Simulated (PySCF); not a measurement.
# In: excitation energy in aug-cc-pwCVTZ-DK3

Each state of indium is computed at each level; their differences give the excitation energy. How far do the methods differ?

The numbers are computed with PySCF 2.14.0 (unrestricted determinants in a Gaussian basis, no spin-orbit coupling in the energies), except any that are marked as measured or tabulated.

## Step 1: What is computed

```
Element                                   : indium (Z = 49)
Basis                                     : aug-cc-pwCVTZ-DK3 (10s9p7d4f1g, 109 functions)
Hamiltonian                               : scalar relativity by spin-free X2C-1e
State 1                                   : In: [Kr] 4d10 5s1 5p1 5d1, one real determinant (an excited configuration)
Needed too, but not shown                 : In [Kr] 4d10 5s2 5p1 (2P)
Methods                                   : UHF, LDA, PBE, PBE0, r2SCAN, M06-2X, PW91, CAM-B3LYP, MP2
Core shells frozen in the correlated runs : valence: [Kr] 4d10; valence and next inner shell: [Ar] 3d10 (for In)
```

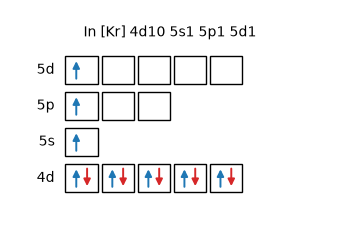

Outer shells as boxes.

One driver process ran all states and methods and kept the integrals in memory. Each run is shown as a PySCF script that sums up its settings (the driver passes frozen orbitals as a list and adds second-order terms of double hybrids); the logs are those of the runs themselves. The driver starts from symmetry-adapted Hartree-Fock orbitals, holds the occupation by maximum overlap and uses a logarithmic radial grid for functionals, so a plain start would take other cycles.

The integrals over 109 functions and the set-up took 14 s of CPU time.

## Step 2: In [Kr] 4d10 5s1 5p1 5d1, method by method

Level: UHF.

File input.py:

```python
from pyscf import gto, scf, dft, mp, cc
import basis_set_exchange as bse
mol = gto.M(atom="In 0 0 0", charge=0, spin=3, symmetry="D2h",
            basis=gto.basis.parse(bse.get_basis("aug-cc-pwCVTZ-DK3", elements=["In"], fmt="nwchem")),
            nucmod="G")
mf = scf.UHF(mol).sfx2c1e()
mf.irrep_nelec = {'Ag': (9, 8), 'B1g': (2, 2), 'B2g': (3, 2), 'B3g': (2, 2), 'B1u': (3, 3), 'B2u': (4, 3), 'B3u': (3, 3)}
mf.kernel()
```

Level: LDA.

input.py, as changed from the run before:

```diff
@@ -5,3 +5,3 @@
             nucmod="G")
-mf = scf.UHF(mol).sfx2c1e()
+mf = dft.UKS(mol, xc="LDA,VWN").sfx2c1e()
 mf.irrep_nelec = {'Ag': (9, 8), 'B1g': (2, 2), 'B2g': (3, 2), 'B3g': (2, 2), 'B1u': (3, 3), 'B2u': (4, 3), 'B3u': (3, 3)}
```

Level: PBE.

input.py, as changed from the run before:

```diff
@@ -5,3 +5,3 @@
             nucmod="G")
-mf = dft.UKS(mol, xc="LDA,VWN").sfx2c1e()
+mf = dft.UKS(mol, xc="PBE").sfx2c1e()
 mf.irrep_nelec = {'Ag': (9, 8), 'B1g': (2, 2), 'B2g': (3, 2), 'B3g': (2, 2), 'B1u': (3, 3), 'B2u': (4, 3), 'B3u': (3, 3)}
```

Level: PBE0.

input.py, as changed from the run before:

```diff
@@ -5,3 +5,3 @@
             nucmod="G")
-mf = dft.UKS(mol, xc="PBE").sfx2c1e()
+mf = dft.UKS(mol, xc="PBE0").sfx2c1e()
 mf.irrep_nelec = {'Ag': (9, 8), 'B1g': (2, 2), 'B2g': (3, 2), 'B3g': (2, 2), 'B1u': (3, 3), 'B2u': (4, 3), 'B3u': (3, 3)}
```

Level: r2SCAN.

input.py, as changed from the run before:

```diff
@@ -5,3 +5,3 @@
             nucmod="G")
-mf = dft.UKS(mol, xc="PBE0").sfx2c1e()
+mf = dft.UKS(mol, xc="R2SCAN").sfx2c1e()
 mf.irrep_nelec = {'Ag': (9, 8), 'B1g': (2, 2), 'B2g': (3, 2), 'B3g': (2, 2), 'B1u': (3, 3), 'B2u': (4, 3), 'B3u': (3, 3)}
```

Level: M06-2X.

input.py, as changed from the run before:

```diff
@@ -5,3 +5,3 @@
             nucmod="G")
-mf = dft.UKS(mol, xc="R2SCAN").sfx2c1e()
+mf = dft.UKS(mol, xc="M062X").sfx2c1e()
 mf.irrep_nelec = {'Ag': (9, 8), 'B1g': (2, 2), 'B2g': (3, 2), 'B3g': (2, 2), 'B1u': (3, 3), 'B2u': (4, 3), 'B3u': (3, 3)}
```

Level: PW91.

input.py, as changed from the run before:

```diff
@@ -5,3 +5,3 @@
             nucmod="G")
-mf = dft.UKS(mol, xc="M062X").sfx2c1e()
+mf = dft.UKS(mol, xc="PW91,PW91").sfx2c1e()
 mf.irrep_nelec = {'Ag': (9, 8), 'B1g': (2, 2), 'B2g': (3, 2), 'B3g': (2, 2), 'B1u': (3, 3), 'B2u': (4, 3), 'B3u': (3, 3)}
```

Level: CAM-B3LYP.

input.py, as changed from the run before:

```diff
@@ -5,3 +5,3 @@
             nucmod="G")
-mf = dft.UKS(mol, xc="PW91,PW91").sfx2c1e()
+mf = dft.UKS(mol, xc="CAMB3LYP").sfx2c1e()
 mf.irrep_nelec = {'Ag': (9, 8), 'B1g': (2, 2), 'B2g': (3, 2), 'B3g': (2, 2), 'B1u': (3, 3), 'B2u': (4, 3), 'B3u': (3, 3)}
```

Level: MP2 (valence).

input.py, as changed from the run before:

```diff
@@ -5,4 +5,5 @@
             nucmod="G")
-mf = dft.UKS(mol, xc="CAMB3LYP").sfx2c1e()
+mf = scf.UHF(mol).sfx2c1e()
 mf.irrep_nelec = {'Ag': (9, 8), 'B1g': (2, 2), 'B2g': (3, 2), 'B3g': (2, 2), 'B1u': (3, 3), 'B2u': (4, 3), 'B3u': (3, 3)}
 mf.kernel()
+mp.UMP2(mf, frozen=23).kernel()
```

## Step 3: In [Kr] 4d10 5s1 5p1 5d1, continued

Level: MP2 (valence and next inner shell).

Changes to input.py since step 2:

```diff
@@ -8,2 +8,2 @@
 mf.kernel()
-mp.UMP2(mf, frozen=23).kernel()
+mp.UMP2(mf, frozen=14).kernel()
```

Q: Predict the outcome of this session.

As calculated:

| quantity | value |
| --- | --- |
| excitation energy, In → [Kr] 4d10 5s1 5p1 5d1 | UHF 7.851, MP2 (valence and next inner shell) 9.563 eV |

**Reading.** The methods span 1.770 eV, from UHF (7.851) to LDA (9.621). No reference value is at hand in this session. All values hold for this basis alone; no basis-set limit was taken.
